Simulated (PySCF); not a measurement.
## What a change does: NMR shielding calculation on CH5BF2Si

System: CH5BF2Si, SMILES C[SiH2]B(F)F.
Method of the first run: GIAO PBE0/6-31G* NMR shielding, non-relativistic, gas phase (PySCF 2.14.0).

The geometry comes from this level: GFN2-xTB. Text and figures count atoms from 1; the logs count them from 0 in places.

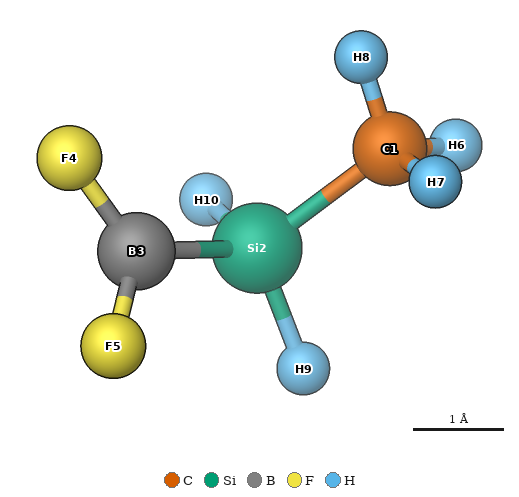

**Figure 1.** The structure (ball-and-stick view, seen at a tilt; atoms are numbered from 1 in the order of the input).

## The input, the first run
```
{"job": {"kind": "nmr", "xc": "PBE0", "basis": "6-31G*", "pop": false}, "charge": 0, "multiplicity": 1}
C     -1.387745    -0.509295     0.007482
Si     0.049093     0.713513    -0.264329
B      1.772810    -0.105777     0.284093
F      2.354663    -1.101900    -0.361841
F      2.479448     0.268787     1.336490
H     -2.332290    -0.074960    -0.303504
H     -1.482776    -0.789415     1.053520
H     -1.240211    -1.420858    -0.565639
H     -0.250581     1.945097     0.481731
H      0.046472     1.079463    -1.690530
```

The first line tells a small driver script what to run in PySCF; the rest is the geometry in Å.

Command:
```bash
OMP_NUM_THREADS=1 python <driver script> task.json out
```

Hardware: 1 CPU thread, shared host.

## Output (the first run)
```
coarse grid: 9072 points
cycle   1  E = -554.7649689063  dE =  2.920e-01  |g| = 6.894e-01  |ddm| = 2.688e+00
cycle   2  E = -554.6846324613  dE =  8.034e-02  |g| = 9.796e-01  |ddm| = 9.588e-01
cycle   3  E = -554.8510884325  dE = -1.665e-01  |g| = 4.143e-02  |ddm| = 5.669e-01
cycle   4  E = -554.8513644549  dE = -2.760e-04  |g| = 2.300e-02  |ddm| = 4.754e-02
cycle   5  E = -554.8514966198  dE = -1.322e-04  |g| = 3.139e-03  |ddm| = 2.089e-02
cycle   6  E = -554.8514998486  dE = -3.229e-06  |g| = 4.827e-04  |ddm| = 4.181e-03
final grid: 84416 points
cycle   7  E = -554.8301856974  dE = -2.354e-05  |g| = 4.771e-03  |ddm| = 1.563e-02
cycle   8  E = -554.8301833416  dE =  2.356e-06  |g| = 5.627e-03  |ddm| = 8.434e-03
cycle   9  E = -554.8301917949  dE = -8.453e-06  |g| = 2.294e-04  |ddm| = 4.650e-03
cycle  10  E = -554.8301918105  dE = -1.556e-08  |g| = 6.813e-05  |ddm| = 3.452e-04
cycle  11  E = -554.8301918115  dE = -9.932e-10  |g| = 3.353e-05  |ddm| = 7.592e-05
cycle  12  E = -554.8301918117  dE = -1.772e-10  |g| = 6.575e-06  |ddm| = 2.146e-05
converged SCF energy = -554.8301918117

GIAO shielding tensors (ppm)
atom      isotropic    diamagn.    paramagn.     s11        s22        s33       span
  0 C      205.716     250.252     -44.536    201.297    206.052    209.800      8.503
  1 Si     482.471     883.776    -401.305    460.250    483.406    503.756     43.506
  2 B       82.813     196.500    -113.687     55.998     93.431     99.010     43.012
  3 F      209.977     469.601    -259.624      2.944    273.721    353.266    350.322
  4 F      206.777     468.748    -261.970     -2.080    272.256    350.155    352.235
  5 H       32.177      29.595       2.582     27.402     29.111     40.017     12.616
  6 H       32.323      30.314       2.009     27.650     29.855     39.464     11.813
  7 H       32.288      30.344       1.944     27.451     29.861     39.552     12.101
  8 H       28.489      30.138      -1.649     25.285     26.578     33.605      8.320
  9 H       28.408      29.991      -1.583     25.624     26.233     33.368      7.743
```

The input of the second run differs as follows (lines with − go, lines with + come):
```diff
-"xc": "PBE0"
-"basis": "6-31G*"
-"pop": false
+"xc": "OLYP"
+"basis": "pcSseg-1"
+"pop": true
+"scf": {"conv": 1e-11
+"damp": 0.2}
```

Predict how the results change.

The total energies belong to different models, so their difference says nothing on which is more stable or more accurate. The HOMO goes from −8.80 to −7.56 eV. The LUMO goes from −0.79 to −1.85 eV. The dipole moment goes from 1.30 to 1.33 D. Of all shieldings, the largest change is that of Si2, by −45.8 ppm. The functional changes from PBE0 to OLYP. The SCF takes 19 iterations against 12. The basis functions go from 84 to 117.

## Output (the second run)
```
damping 0.20 in the first 6 cycles
final grid: 84416 points
cycle   1  E = -555.0334313760  dE =  2.672e-01  |g| = 7.558e-01  |ddm| = 2.765e+00
cycle   2  E = -554.9786883959  dE =  5.474e-02  |g| = 9.530e-01  |ddm| = 1.067e+00
cycle   3  E = -554.9138398785  dE =  6.485e-02  |g| = 1.152e+00  |ddm| = 1.210e+00
cycle   4  E = -554.7380626941  dE =  1.758e-01  |g| = 1.512e+00  |ddm| = 1.559e+00
cycle   5  E = -554.6131343803  dE =  1.249e-01  |g| = 1.793e+00  |ddm| = 1.845e+00
cycle   6  E = -552.6474391787  dE =  1.966e+00  |g| = 3.680e+00  |ddm| = 3.748e+00
cycle   7  E = -550.4728924847  dE =  2.175e+00  |g| = 5.244e+00  |ddm| = 6.735e+00
cycle   8  E = -555.0471719805  dE = -4.574e+00  |g| = 7.062e-01  |ddm| = 6.188e+00
cycle   9  E = -555.1031991013  dE = -5.603e-02  |g| = 3.879e-01  |ddm| = 6.014e-01
cycle  10  E = -555.1383020758  dE = -3.510e-02  |g| = 6.808e-02  |ddm| = 3.448e-01
cycle  11  E = -555.1392314974  dE = -9.294e-04  |g| = 3.561e-02  |ddm| = 9.038e-02
cycle  12  E = -555.1394432540  dE = -2.118e-04  |g| = 1.370e-02  |ddm| = 3.049e-02
cycle  13  E = -555.1394761011  dE = -3.285e-05  |g| = 2.912e-03  |ddm| = 1.107e-02
cycle  14  E = -555.1394776556  dE = -1.554e-06  |g| = 4.371e-04  |ddm| = 2.311e-03
cycle  15  E = -555.1394776909  dE = -3.534e-08  |g| = 8.875e-05  |ddm| = 5.042e-04
cycle  16  E = -555.1394776936  dE = -2.637e-09  |g| = 2.270e-05  |ddm| = 1.608e-04
cycle  17  E = -555.1394776937  dE = -1.378e-10  |g| = 7.059e-06  |ddm| = 4.235e-05
cycle  18  E = -555.1394776937  dE = -1.887e-11  |g| = 7.865e-07  |ddm| = 1.098e-05
cycle  19  E = -555.1394776937  dE =  6.821e-13  |g| = 1.204e-07  |ddm| = 1.238e-06
converged SCF energy = -555.1394776937

GIAO shielding tensors (ppm)
atom      isotropic    diamagn.    paramagn.     s11        s22        s33       span
  0 C      193.215     250.502     -57.286    189.197    193.495    196.954      7.756
  1 Si     436.626     881.643    -445.017    411.490    434.148    464.241     52.751
  2 B       70.080     195.996    -125.917     44.606     81.386     84.247     39.641
  3 F      182.620     469.220    -286.600    -31.643    246.306    333.198    364.841
  4 F      175.654     468.127    -292.473    -39.842    243.420    323.384    363.226
  5 H       31.370      29.721       1.649     26.883     28.361     38.866     11.983
  6 H       31.577      30.832       0.745     27.184     29.095     38.451     11.266
  7 H       31.568      30.882       0.685     27.054     29.128     38.521     11.467
  8 H       28.094      29.673      -1.579     24.946     26.172     33.164      8.218
  9 H       27.981      29.489      -1.508     25.188     25.873     32.882      7.694
```

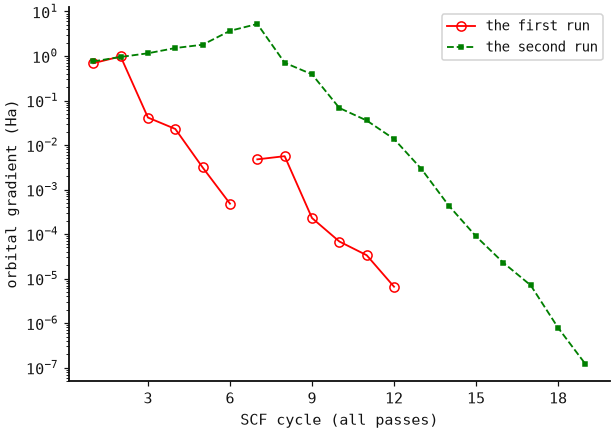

**Figure 2.** Convergence of the two runs: orbital gradient against the SCF cycle. A break in a curve parts two SCF passes (coarse and final grid). The first run takes 12 cycles in all, and the second run takes 19.

## The two runs side by side

| quantity | the first run | the second run |
| --- | --- | --- |
| outcome | converged | converged |
| total energy (hartree) | −554.830192 | −555.139478 |
| HOMO (eV) | −8.80 | −7.56 |
| LUMO (eV) | −0.79 | −1.85 |
| dipole moment (D) | 1.30 | 1.33 |
| shielding of C1 (ppm) | 205.7 | 193.2 |
| shielding of Si2 (ppm) | 482.5 | 436.6 |
| shielding of B3 (ppm) | 82.8 | 70.1 |
| shielding of F4 (ppm) | 210.0 | 182.6 |
| shielding of F5 (ppm) | 206.8 | 175.7 |
| shielding of H6 (ppm) | 32.2 | 31.4 |
| shielding of H7 (ppm) | 32.3 | 31.6 |
| SCF iterations | 12 | 19 |
| basis functions | 84 | 117 |
| wall time (shared host) | 4.1 s | 14 s |
